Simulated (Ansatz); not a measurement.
## Geometry relaxation, with input and output: C2H8O2Si (part 1 of 2)

C2H8O2Si, SMILES C[Si](C)(O)O, computed with RKS PBE0-D4/def2-TZVP (Ansatz 0.2.0).

The geometry: PBE-D4/def2-SVP start. Figures and captions count atoms from 1; the log counts them from 0 in places.

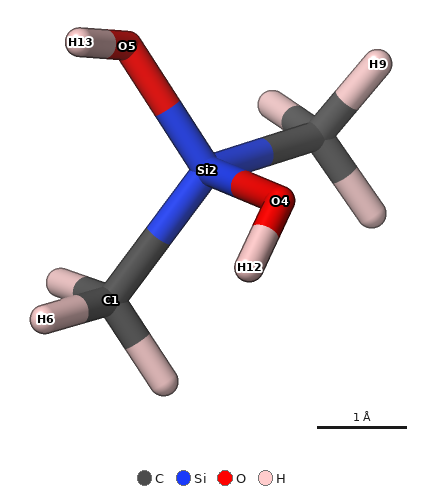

The structure as given in the input (stick view, seen at a tilt; atoms are numbered from 1 in the order of the input). Bond lengths as drawn: C–H 1.11 Å, C–Si 1.87 to 1.89 Å, H–O 0.97 Å and O–Si 1.68 to 1.69 Å.

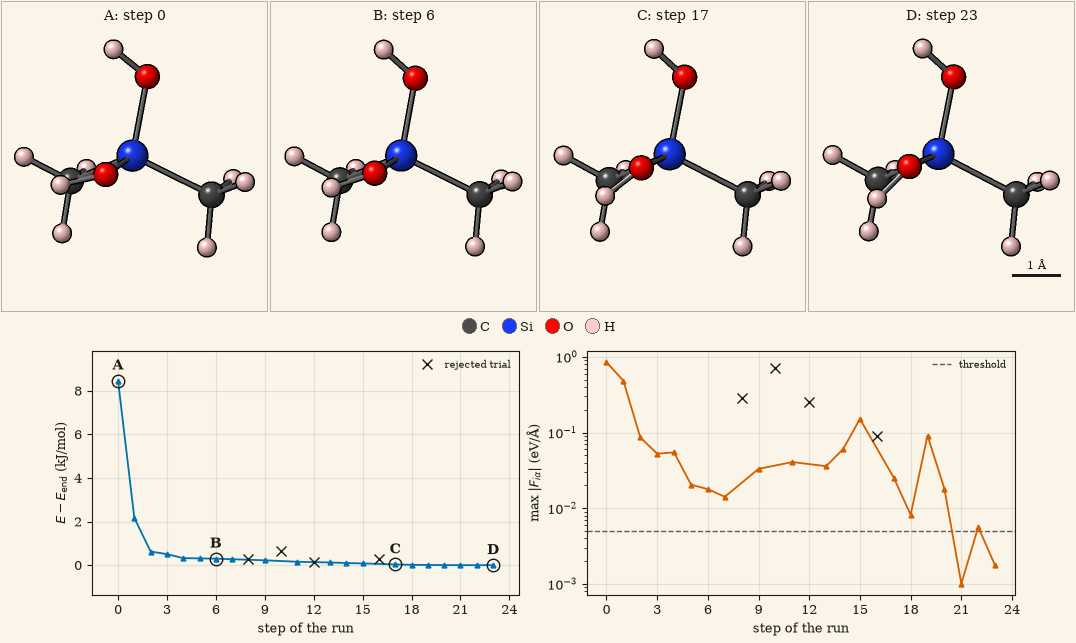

Frames of the relaxation (ball-and-stick view, seen at a tilt) above the curves, on which the letters mark them (the first geometry is step 0 here and step 1 in the log).

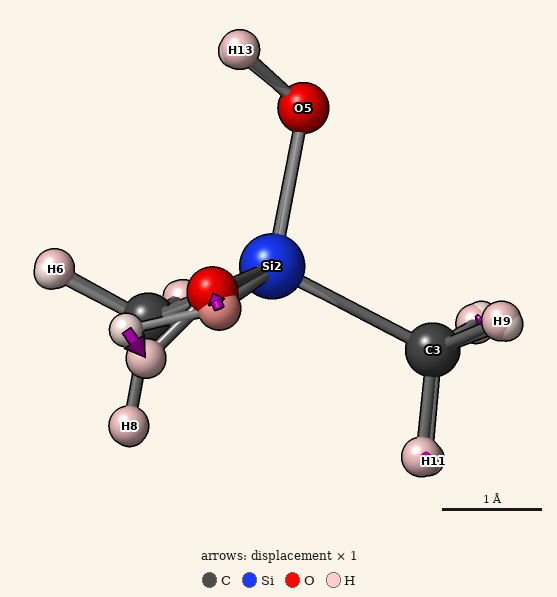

Start (faint) and end (solid) with the displacements as pink arrows, at true length (ball-and-stick view, seen at a tilt). The two geometries are laid on each other by the best rigid fit. The largest move after the best rigid fit is that of H12, 0.35 Å. Largest moves by element: H 0.35 Å, O 0.19 Å, C 0.05 Å, Si 0.04 Å. Among the contacts that change: Si2–O5 1.685 → 1.644 Å, Si2–O4 1.690 → 1.654 Å, C1–Si2 1.887 → 1.866 Å, C1–H6 1.111 → 1.094 Å. Among the angles that change: O4–Si2–O5 110.0° → 106.7°, Si2–O4–H12 114.4° → 117.4°, C3–Si2–O4 109.0° → 111.7°. Over 23 geometry steps the energy falls by 8.47 kJ/mol. Largest force component: 0.85 eV/Å at the start, 0.0018 eV/Å at the end. The line search rejected the trial steps at points 8, 10, 12, 16 (counted from 0) and went back. (Atoms are counted from 1 in the order of the input.)

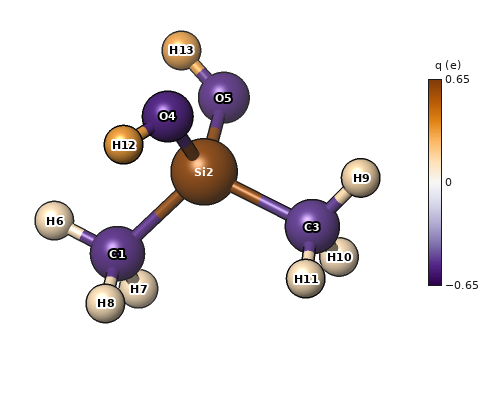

Mulliken charges, as the colour of each atom (ball-and-stick view, seen at a tilt; atoms are numbered from 1 in the order of the input). By element: C −0.53 to −0.49, Si +0.62, O −0.53 to −0.52 and H +0.13 to +0.32 e.

The input and output of the run follow.

## The input
```yaml
crystal:
  periodic: [false, false, false]
  atoms:
    - {symbol: C, position_ang: [-1.425785, 0.448609, -0.594085]}
    - {symbol: Si, position_ang: [0.182359, 0.112349, 0.334579]}
    - {symbol: C, position_ang: [1.353591, -0.979399, -0.624027]}
    - {symbol: O, position_ang: [-0.184645, -0.633415, 1.805853]}
    - {symbol: O, position_ang: [1.040671, 1.535767, 0.608814]}
    - {symbol: H, position_ang: [-2.108472, 1.112621, -0.022716]}
    - {symbol: H, position_ang: [-1.219264, 0.946727, -1.563544]}
    - {symbol: H, position_ang: [-1.972509, -0.493010, -0.809705]}
    - {symbol: H, position_ang: [2.241198, -1.225591, -0.007169]}
    - {symbol: H, position_ang: [1.707698, -0.469385, -1.542584]}
    - {symbol: H, position_ang: [0.864863, -1.929703, -0.918957]}
    - {symbol: H, position_ang: [-1.120270, -0.579697, 2.060830]}
    - {symbol: H, position_ang: [0.660866, 2.119327, 1.287411]}
basis:
  gaussian: {orbitals: def2-TZVP}
hamiltonian: {xc: pbe0, dispersion: d4}
relax: {f_tol: 0.005, max_steps: 150}
```

Command:
```bash
ansatz run in.yaml --threads 4 --pin off --events-out ev --progress --plain --max-ram 10444MiB
```

## Output
```
Functional definition: PBE0
  name "PBE0"
  cite "Adamo & Barone, J. Chem. Phys. 110, 6158 (1999) doi:10.1063/1.478522"
  cite "Perdew, Burke & Ernzerhof, Phys. Rev. Lett. 77, 3865 (1996) doi:10.1103/PhysRevLett.77.3865"
  parent pbe
  parameter a = 0.25
  parameter kappa = 0.804
  parameter beta = 0.06672455060314922
  exchange = (1 - a)*pbe_x(kappa = kappa, mu = beta*pi^2/3) + a*exact_x
  correlation = pbe_c(beta = beta)
1282 factors; their error is unknown
mean field evaluation 1: about -14157.3758 eV, gradient 9.0e1 eV
mean field evaluation 2: about -14146.9616 eV, gradient 1.2e2 eV
mean field evaluation 4: about -14172.2010 eV, gradient 4.0e0 eV
mean field evaluation 8: about -14172.2346 eV, gradient 3.8e-2 eV
mean field evaluation 16: about -14172.2673 eV, gradient 2.2e-4 eV
mean field -14172.26731997 eV, -520.8212177012 hartree, gradient 2.0e-5 eV, S^2 0.000000; 0 other end points of the search recorded, 0 dependent functions left out
the calculation of the forces begins
reference -14172.26735217 eV, -520.8212188843 hartree; 25, 25 occupied and 184, 184 virtual orbitals, 1282 factors
relax step   1: F+E_penalty+E_count = -14172.48389424 eV  Δ(F+E_penalty+E_count) = +0.000e0 eV  max|allowed force component| = 8.507e-1 eV/Å  Δτ_max = 0.0000 Å  (28 SCF iters, accepted)
these checks for a lower state are left out or cut short: starts, cluster_reference, orbital_swaps, neighbouring_geometries, increment
1282 factors; their error is unknown
mean field -14172.33157321 eV, -520.8235789642 hartree, gradient 1.3e-5 eV, S^2 0.000000; 0 other end points of the search recorded, 0 dependent functions left out
[... from here on the field's lines of each further geometry are left out, up to the last ...]
relax step   2: F+E_penalty+E_count = -14172.54920709 eV  Δ(F+E_penalty+E_count) = -6.531e-2 eV  max|allowed force component| = 4.822e-1 eV/Å  Δτ_max = 0.0282 Å  (30 SCF iters, accepted)
relax step   3: F+E_penalty+E_count = -14172.56519200 eV  Δ(F+E_penalty+E_count) = -1.598e-2 eV  max|allowed force component| = 8.619e-2 eV/Å  Δτ_max = 0.0188 Å  (30 SCF iters, accepted)
relax step   4: F+E_penalty+E_count = -14172.56641088 eV  Δ(F+E_penalty+E_count) = -1.219e-3 eV  max|allowed force component| = 5.244e-2 eV/Å  Δτ_max = 0.0092 Å  (31 SCF iters, accepted)
relax step   5: F+E_penalty+E_count = -14172.56831450 eV  Δ(F+E_penalty+E_count) = -1.904e-3 eV  max|allowed force component| = 5.465e-2 eV/Å  Δτ_max = 0.0400 Å  (30 SCF iters, accepted)
relax step   6: F+E_penalty+E_count = -14172.56844793 eV  Δ(F+E_penalty+E_count) = -1.334e-4 eV  max|allowed force component| = 2.052e-2 eV/Å  Δτ_max = 0.0055 Å  (32 SCF iters, accepted)
relax step   7: F+E_penalty+E_count = -14172.56857502 eV  Δ(F+E_penalty+E_count) = -1.271e-4 eV  max|allowed force component| = 1.785e-2 eV/Å  Δτ_max = 0.0032 Å  (32 SCF iters, accepted)
relax step   8: F+E_penalty+E_count = -14172.56884849 eV  Δ(F+E_penalty+E_count) = -2.735e-4 eV  max|allowed force component| = 1.416e-2 eV/Å  Δτ_max = 0.0171 Å  (31 SCF iters, accepted)
relax step   9: F+E_penalty+E_count = -14172.56869343 eV  Δ(F+E_penalty+E_count) = +1.551e-4 eV  max|allowed force component| = 2.861e-1 eV/Å  Δτ_max = 0.0529 Å  (30 SCF iters, rejected (line search))
relax step  10: F+E_penalty+E_count = -14172.56935239 eV  Δ(F+E_penalty+E_count) = -5.039e-4 eV  max|allowed force component| = 3.309e-2 eV/Å  Δτ_max = 0.0264 Å  (30 SCF iters, accepted)
relax step  11: F+E_penalty+E_count = -14172.56486368 eV  Δ(F+E_penalty+E_count) = +4.489e-3 eV  max|allowed force component| = 7.072e-1 eV/Å  Δτ_max = 0.0833 Å  (30 SCF iters, rejected (line search))
relax step  12: F+E_penalty+E_count = -14172.57005116 eV  Δ(F+E_penalty+E_count) = -6.988e-4 eV  max|allowed force component| = 4.073e-2 eV/Å  Δτ_max = 0.0416 Å  (30 SCF iters, accepted)
relax step  13: F+E_penalty+E_count = -14172.56996572 eV  Δ(F+E_penalty+E_count) = +8.544e-5 eV  max|allowed force component| = 2.556e-1 eV/Å  Δτ_max = 0.0488 Å  (30 SCF iters, rejected (line search))
relax step  14: F+E_penalty+E_count = -14172.57038139 eV  Δ(F+E_penalty+E_count) = -3.302e-4 eV  max|allowed force component| = 3.591e-2 eV/Å  Δτ_max = 0.0244 Å  (31 SCF iters, accepted)
relax step  15: F+E_penalty+E_count = -14172.57065415 eV  Δ(F+E_penalty+E_count) = -2.728e-4 eV  max|allowed force component| = 6.019e-2 eV/Å  Δτ_max = 0.0243 Å  (31 SCF iters, accepted)
relax step  16: F+E_penalty+E_count = -14172.57081863 eV  Δ(F+E_penalty+E_count) = -1.645e-4 eV  max|allowed force component| = 1.508e-1 eV/Å  Δτ_max = 0.0365 Å  (30 SCF iters, accepted)
relax step  17: F+E_penalty+E_count = -14172.56880370 eV  Δ(F+E_penalty+E_count) = +2.015e-3 eV  max|allowed force component| = 9.077e-2 eV/Å  Δτ_max = 0.0563 Å  (30 SCF iters, rejected (line search))
relax step  18: F+E_penalty+E_count = -14172.57131019 eV  Δ(F+E_penalty+E_count) = -4.916e-4 eV  max|allowed force component| = 2.538e-2 eV/Å  Δτ_max = 0.0281 Å  (31 SCF iters, accepted)
relax step  19: F+E_penalty+E_count = -14172.57150408 eV  Δ(F+E_penalty+E_count) = -1.939e-4 eV  max|allowed force component| = 8.182e-3 eV/Å  Δτ_max = 0.0281 Å  (31 SCF iters, accepted)
relax step  20: F+E_penalty+E_count = -14172.57155614 eV  Δ(F+E_penalty+E_count) = -5.205e-5 eV  max|allowed force component| = 9.106e-2 eV/Å  Δτ_max = 0.0420 Å  (30 SCF iters, accepted)
relax step  21: F+E_penalty+E_count = -14172.57163788 eV  Δ(F+E_penalty+E_count) = -8.174e-5 eV  max|allowed force component| = 1.806e-2 eV/Å  Δτ_max = 0.0076 Å  (32 SCF iters, accepted)
relax step  22: F+E_penalty+E_count = -14172.57166179 eV  Δ(F+E_penalty+E_count) = -2.391e-5 eV  max|allowed force component| = 1.009e-3 eV/Å  Δτ_max = 0.0101 Å  (31 SCF iters, accepted)
relax step  23: F+E_penalty+E_count = -14172.57167185 eV  Δ(F+E_penalty+E_count) = -1.006e-5 eV  max|allowed force component| = 5.643e-3 eV/Å  Δτ_max = 0.0136 Å  (31 SCF iters, accepted)
the calculation of the forces begins
reference -14172.35313027 eV, -520.8243711714 hartree; 25, 25 occupied and 184, 184 virtual orbitals, 1282 factors
relax step  24: F+E_penalty+E_count = -14172.57167258 eV  Δ(F+E_penalty+E_count) = -7.300e-7 eV  max|allowed force component| = 1.753e-3 eV/Å  Δτ_max = 0.0018 Å  (32 SCF iters, accepted)
1282 factors; their error is unknown
mean field evaluation 192: about -14172.3219 eV, gradient 1.6e-1 eV
mean field -14172.35309846 eV, -520.8243700024 hartree, gradient 1.2e-5 eV, S^2 0.000000; 1 other end points of the search recorded, 0 dependent functions left out
the calculation of the forces begins
reference -14172.35313027 eV, -520.8243711714 hartree; 25, 25 occupied and 184, 184 virtual orbitals, 1282 factors
Total energy: -14172.57170439 eV, -520.8324036223 hartree
Atom 0 at    -1.409844     0.466402    -0.599540 Å, force     0.000547    -0.000557    -0.001011 eV/Å
Atom 1 at     0.173195     0.155876     0.337728 Å, force    -0.001007     0.001092     0.001269 eV/Å
Atom 2 at     1.315294    -0.967997    -0.593945 Å, force    -0.000496     0.000344    -0.000530 eV/Å
Atom 3 at    -0.196908    -0.449864     1.832000 Å, force     0.000008    -0.001022     0.001753 eV/Å
Atom 4 at     1.019318     1.543505     0.586943 Å, force     0.000079    -0.000399     0.000172 eV/Å
Atom 5 at    -2.067677     1.150152    -0.055864 Å, force     0.000807    -0.000117     0.000356 eV/Å
Atom 6 at    -1.196190     0.914784    -1.573240 Å, force    -0.000495     0.000116    -0.000591 eV/Å
Atom 7 at    -1.961525    -0.461362    -0.778293 Å, force    -0.000136    -0.000110    -0.000342 eV/Å
Atom 8 at     2.206841    -1.179209     0.000837 Å, force    -0.000317     0.000318     0.000214 eV/Å
Atom 9 at     1.635168    -0.508963    -1.532736 Å, force     0.000151    -0.000113    -0.000236 eV/Å
Atom 10 at     0.829948    -1.918548    -0.829642 Å, force    -0.000042    -0.000249    -0.000119 eV/Å
Atom 11 at    -1.037671    -0.896013     1.930649 Å, force     0.000792     0.000692    -0.000719 eV/Å
Atom 12 at     0.710353     2.116437     1.289804 Å, force     0.000110     0.000006    -0.000216 eV/Å
Dipole moment:    -0.426280    -0.076626    -0.020164 e Å
```

## Trajectory as extended XYZ (Å, eV, eV/Å), 17 of the 24 frames kept, from step=1 to step=24
```
13
Properties=species:S:1:pos:R:3:forces:R:3 step=1 energy=-14172.48389
C    -1.4258    0.4486   -0.5941   -0.1713   0.0716  -0.0738
Si    0.1824    0.1123    0.3346    0.2175   0.2224   0.5458
C     1.3536   -0.9794   -0.6240    0.1584  -0.1408  -0.0846
O    -0.1846   -0.6334    1.8059   -0.4528   0.5166  -0.7008
O     1.0407    1.5358    0.6088   -0.8507  -0.4440   0.3251
H    -2.1085    1.1126   -0.0227    0.3336  -0.3099  -0.2569
H    -1.2193    0.9467   -1.5635   -0.0735  -0.2341   0.4688
H    -1.9725   -0.4930   -0.8097    0.2810   0.4343   0.1184
H     2.2412   -1.2256   -0.0072   -0.4237   0.1191  -0.2848
H     1.7077   -0.4694   -1.5426   -0.1773  -0.2298   0.4380
H     0.8649   -1.9297   -0.9190    0.2226   0.4532   0.1449
H    -1.1203   -0.5797    2.0608    0.6490  -0.0588  -0.1643
H     0.6609    2.1193    1.2874    0.2871  -0.3998  -0.4757
13
Properties=species:S:1:pos:R:3:forces:R:3 step=2 energy=-14172.54921
C    -1.4192    0.4512   -0.5858   -0.0014  -0.0094  -0.0159
Si    0.1814    0.1094    0.3260    0.1810   0.1839   0.4245
C     1.3511   -0.9781   -0.6192    0.0034  -0.0151  -0.0195
O    -0.1844   -0.6244    1.7861   -0.0913   0.2969  -0.4822
O     1.0221    1.5256    0.5979   -0.4242  -0.4015   0.0535
H    -2.0883    1.1091   -0.0141    0.1083  -0.0912  -0.0678
H    -1.2146    0.9454   -1.5440   -0.0282  -0.0676   0.1299
H    -1.9606   -0.4805   -0.7963    0.0684   0.1279   0.0234
H     2.2276   -1.2180   -0.0051   -0.1255   0.0394  -0.0737
H     1.7016   -0.4743   -1.5283   -0.0458  -0.0682   0.1194
H     0.8685   -1.9194   -0.9088    0.0642   0.1255   0.0386
H    -1.1121   -0.5811    2.0342    0.1789  -0.0475  -0.0024
H     0.6470    2.1002    1.2720    0.1121  -0.0731  -0.1278
13
Properties=species:S:1:pos:R:3:forces:R:3 step=4 energy=-14172.56641
C    -1.4121    0.4488   -0.5834    0.0050  -0.0033  -0.0019
Si    0.1810    0.1127    0.3276    0.0466  -0.0158  -0.0159
C     1.3441   -0.9732   -0.6153   -0.0026   0.0058  -0.0002
O    -0.1815   -0.6105    1.7712   -0.0454   0.0423  -0.0330
O     1.0079    1.5147    0.5924   -0.0524  -0.0186   0.0278
H    -2.0740    1.1060   -0.0117   -0.0069   0.0072   0.0057
H    -1.2095    0.9413   -1.5374   -0.0001   0.0062  -0.0124
H    -1.9553   -0.4764   -0.7930   -0.0087  -0.0093  -0.0039
H     2.2157   -1.2102   -0.0012    0.0105  -0.0043   0.0053
H     1.6951   -0.4754   -1.5219    0.0050   0.0036  -0.0102
H     0.8639   -1.9114   -0.9009   -0.0056  -0.0114  -0.0027
H    -1.1053   -0.5952    2.0217    0.0107  -0.0409   0.0451
H     0.6505    2.0939    1.2666    0.0439   0.0385  -0.0037
```
